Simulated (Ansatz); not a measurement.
# C4H4NO (doublet): what the fields show

```xyz
10

C    -0.6245   -0.4489    1.8580
C     0.1137   -0.6105    0.6750
C     1.3143   -1.3342    0.6216
C     2.0545   -1.5049   -0.5304
N    -1.2472   -0.3096    2.8419
O     1.6441   -0.9661   -1.6958
H    -0.2801   -0.1452   -0.2343
H     1.7024   -1.7965    1.5332
H     2.9883   -2.0771   -0.5333
H     2.2731   -1.1797   -2.3957
```

Geometry: r2SCAN-D4/def2-SVP.

These are results of isolated molecule in a Gaussian basis; Kohn-Sham density functional theory, functional PBE0 in Ansatz, not measurements.

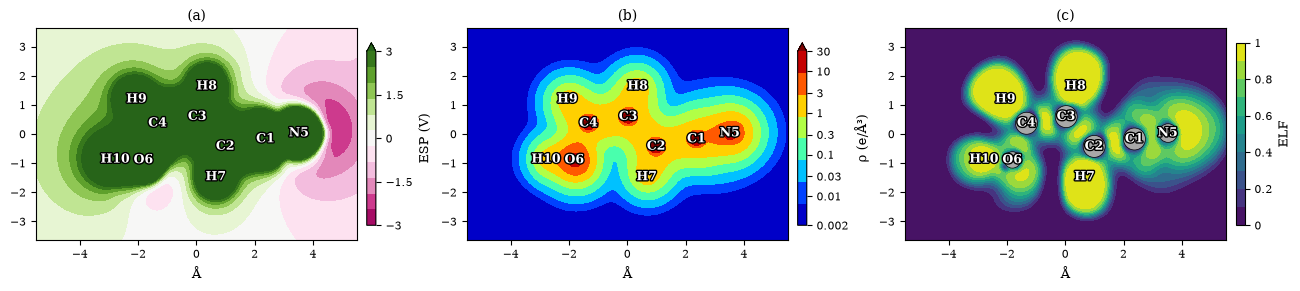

Figure 1. (a) electrostatic potential; (b) electron density; (c) electron localisation function on the molecular plane. Grey discs cover the atomic cores in the ELF map.

Read the bonding off the picture.

The plane passes through C, N, O and H nuclei.
C–N (1.17 Å): ρ at the midpoint is about 3.4 e/Å³; the ELF peaks at about 0.85 between the atoms; a multiple bond.
C–O (1.35 Å): ρ at the midpoint is about 2.4 e/Å³, with its minimum of 2 e/Å³ about 0.5 Å from C; the ELF peaks at about 0.90 between the atoms; a polar covalent bond.
C–C (1.38 Å): the density is about 2.1 e/Å³ at the midpoint; the ELF peaks at about 0.95 between the atoms, as expected for localised, covalent bonding.
O–H (0.97 Å): ρ at the midpoint is about 3.7 e/Å³; the ELF climbs to about 1 towards the hydrogen, as it does in any bond to H; an ordinary covalent bond to hydrogen.
C–H (1.09 Å): the density is about 2 e/Å³ at the midpoint; the ELF climbs to about 1 towards the hydrogen; an ordinary covalent bond to hydrogen.
The ELF also peaks beside O6 and N5, away from the bonds: non-bonding electrons, paired or unpaired.
Outside the dense part of the molecule the potential is most negative (−2.4 V) near N5.

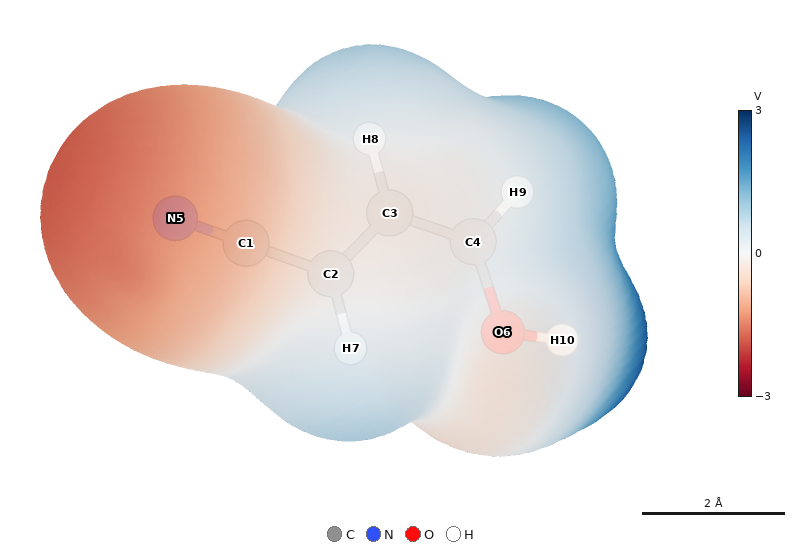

Figure 2. The molecular electrostatic potential painted on the density surface at 0.001 e/bohr³, seen at a tilt; the colour scale runs from red (negative) to blue (positive).

Where is the surface potential most negative and most positive?

The most negative region (about −1.8 V) lies over N5, the most positive (about +2.9 V) over H10. N5 is the likeliest acceptor of a hydrogen bond.

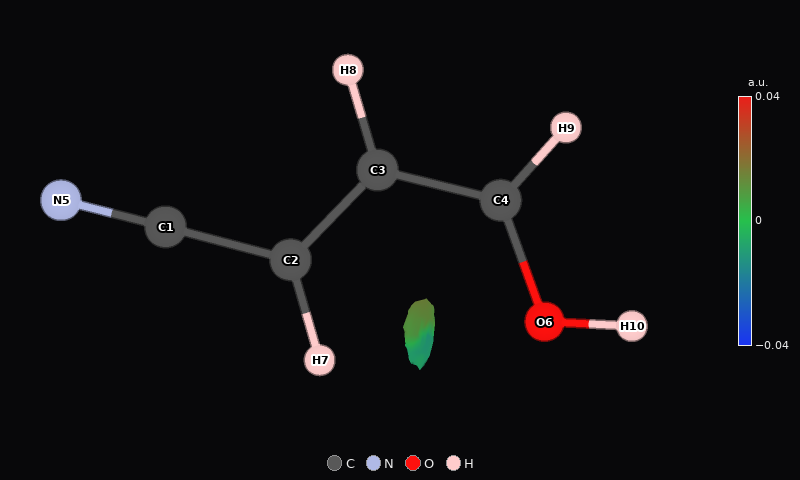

Figure 3. Non-covalent interaction (NCI) plot: the surface where the reduced density gradient is 0.6, for densities under 0.05 a.u., coloured by sign(λ₂)ρ; seen at a tilt.

Identify the weak interactions.

Near H7, O6 and C2: mostly steric crowding (olive to red).
